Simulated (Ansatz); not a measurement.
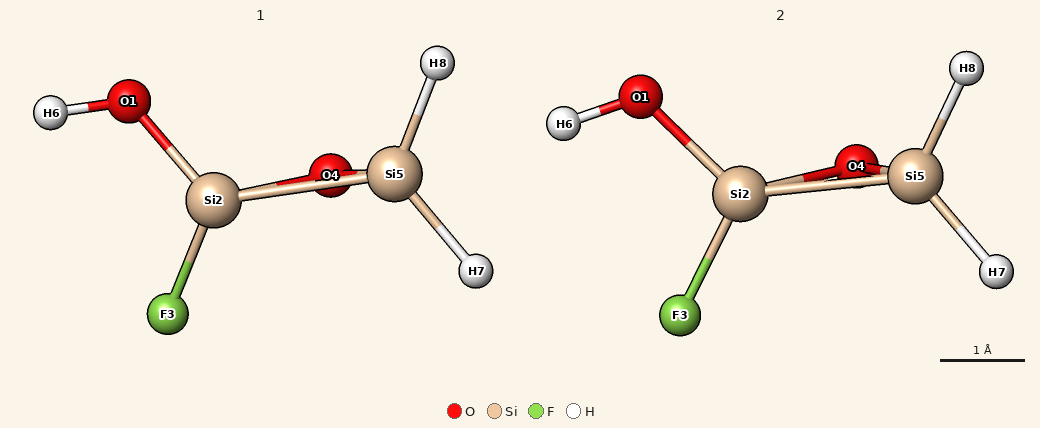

Two geometries of Si2H3O2F, drawn at one scale. One is the start of a relaxation, the other its converged end. Style: ball-and-stick. Shown at a tilt.

All numbers below come from Ansatz 0.2.0, RKS PBE-D4/def2-SVPD. (no spin polarisation; force threshold 0.015 eV/Å; at most 40 steps)

> Which geometry has the lower energy?

Structure 2 is the relaxed one. The run prepares an end point of a later path (torsion) calculation, from a guessed geometry. Over 10 accepted moves (11 points after the start) the energy falls by 21.4 kcal/mol. The largest force component goes from 5.5 to 0.0044 eV/Å. The line search rejected the trial step at point 10 of the run. The atom that moves furthest after the best rigid fit is O4 (0.29 Å). By element the largest moves are O 0.29 Å, H 0.16 Å, F 0.16 Å, Si 0.16 Å. Among the contacts that change: O4–Si5 1.588 → 1.782 Å, Si2–F3 1.569 → 1.648 Å, O1–Si2 1.584 → 1.664 Å, Si2–O4 1.626 → 1.696 Å. Bond angles that change, for instance: Si2–O4–Si5 89.5° → 79.0°, F3–Si2–O4 106.4° → 114.7°, O4–Si2–Si5 44.5° → 52.2°. Cost: 12 s on 2 threads of AMD EPYC 9B45 (Zen 5), on a shared host, peak memory 0.19 GiB.
